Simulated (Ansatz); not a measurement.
Take BN in the zinc blende structure (space group F-43m, No. 216; a = 3.625 Å) as the base.

Modification: a hydrostatic pressure of 1.5 GPa.

Calculations: DFT with PBE, PAW potentials and a 420 eV plane-wave cutoff in Ansatz (an electronic-structure program), no spin-orbit coupling.

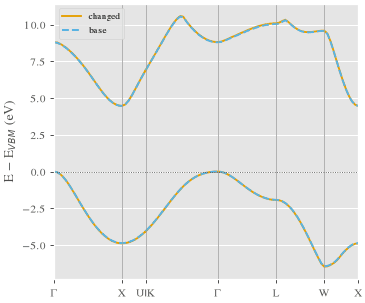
Fig. 1. Highest valence and lowest conduction band along the path, each from its own valence-band maximum

Problem. Read the changed gap and its character from the plot.

Solution. About 4.5 eV, indirect, Γ → X.

Load acts through the strain it causes; cell and atoms are relaxed under it. No phonon test of stability was made.
